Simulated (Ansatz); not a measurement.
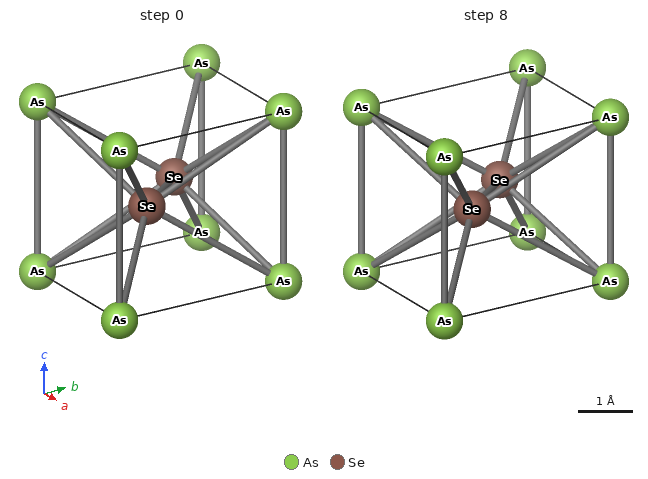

The structure of crystalline AsSe2 (a generated structure, set up in P6/mmm) before (left) and after (right) a relaxation, at one scale.

Style: ball-and-stick. Shown: the cell of the calculation, slightly off an axis.

All numbers below come from DFT PBE, scalar-relativistic, plane waves, PAW (Ansatz). Settings: plane-wave cutoff 420 eV; k-point mesh 12 × 12 × 14; occupations gaussian; smearing width 0.1 eV; no spin polarisation; cell and atoms relaxed; force threshold 0.01 eV/Å; at most 80 steps.

Question: Describe what moved and what it gained.

Answer: No atom moves by more than 0.005 Å relative to the cell. The drawn cell changes as follows: a = b 4.707 → 4.761 Å (+1.1 %), c 3.259 → 3.149 Å (−3.4 %); the volume changes by −1.1 %. Among the contacts that change: As–As 3.259 → 3.149 Å, Se–Se 2.718 → 2.749 Å. The space group stays P6/mmm (No. 191). Over 6 accepted moves (8 points after the start) the energy falls by 4.6 meV per cell of the calculation. All forces vanish by symmetry, so only the cell relaxes. The pressure goes from 0.04 to 0.00 GPa. The line search rejected the trial step at point 6 of the run. The SCF was repeated once at an unchanged geometry on a basis and grid sized afresh for the cell, which shifted the energy by 0.1 meV per cell of the calculation at most.
